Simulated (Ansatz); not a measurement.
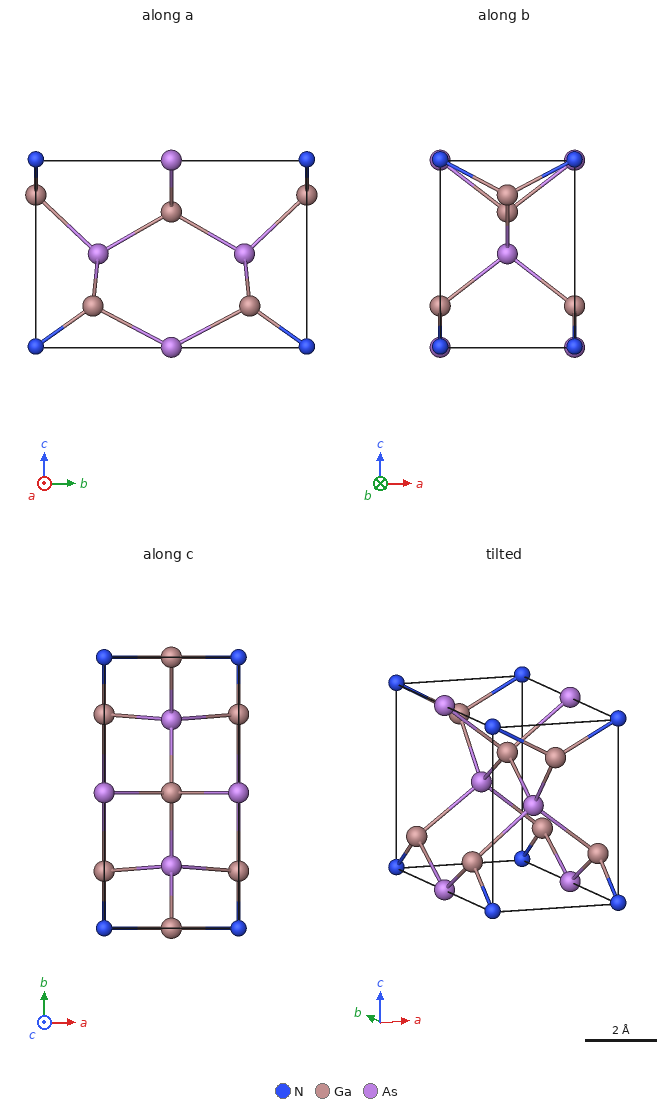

This ball-and-stick model is shown along the a axis, along the b axis, along the c axis and slightly off an axis. The box is the conventional unit cell; atoms on or close to its faces, edges and corners are drawn wherever they repeat.

Lattice parameters: a = 3.810 Å, b = 7.683 Å, c = 5.305 Å, α = 90.00°, β = 90.00°, γ = 90.00°.

Q: Give the structure in the form of a table of Wyckoff sites, with free fractional coordinates to two decimals.

A: Space group Pmm2 (No. 25).
```tsv
atom	site	x	y	z
N	1a	0.00	0.00	0.01
Ga	1c	0.50	0.00	0.82
As	2h	0.50	0.77	0.50
Ga	2g	0.00	0.79	0.22
As	1b	0.00	0.50	0.00
Ga	1d	0.50	0.50	0.73
```

The structure comes from a structure type filled with these elements by a generator (whether the compound takes this form wasn't checked). What is shown is the relaxed result from DFT, r2SCAN, plane waves, PAW (Ansatz 0.2.0).
